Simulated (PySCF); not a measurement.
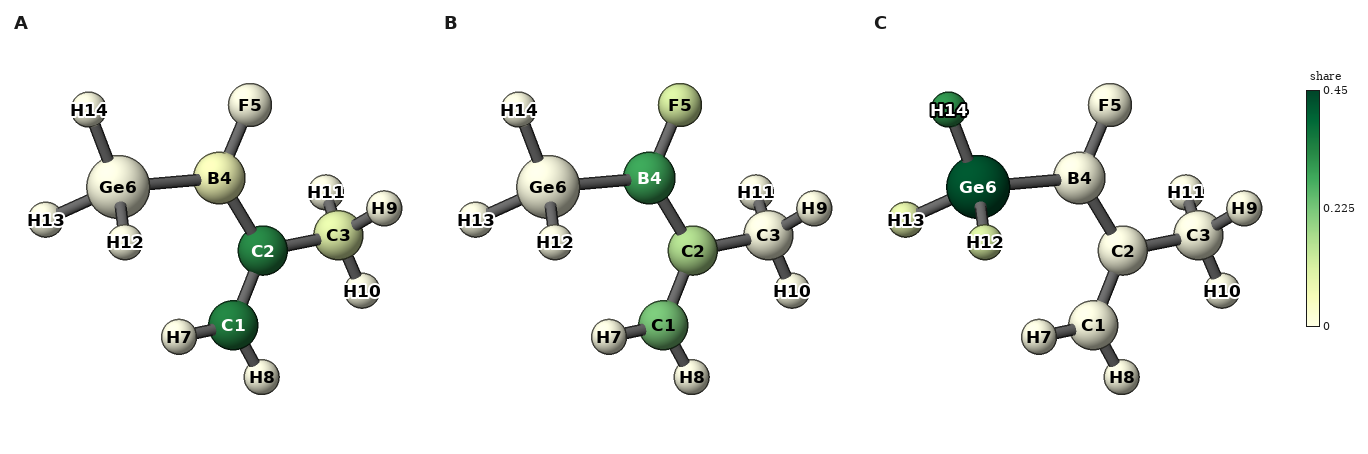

Each panel colours the atoms by their Löwdin share in one orbital (up to four of the largest shares; other atoms are shown as zero). Computed geometry: GFN2-xTB optimisation. No frequency run is at hand to confirm it as a minimum. Computed with CAM-B3LYP/def2-SVPD (PySCF 2.14.0).

**The panels show the HOMO−2, HOMO, LUMO, in some order. Which is which?**

A: HOMO, −9.41 eV; C1 0.34, C2 0.33, C3 0.09, B4 0.06
B: LUMO, −0.85 eV; B4 0.29, C1 0.22, C2 0.16, F5 0.11
C: HOMO−2, −10.66 eV; Ge6 0.42, H14 0.31, H12 0.11, H13 0.09

The geometry is semi-empirical. Around B, Ge such bond lengths and angles can be off by a tenth of an ångström or more and by several degrees, and values that hang on the shape move with them.
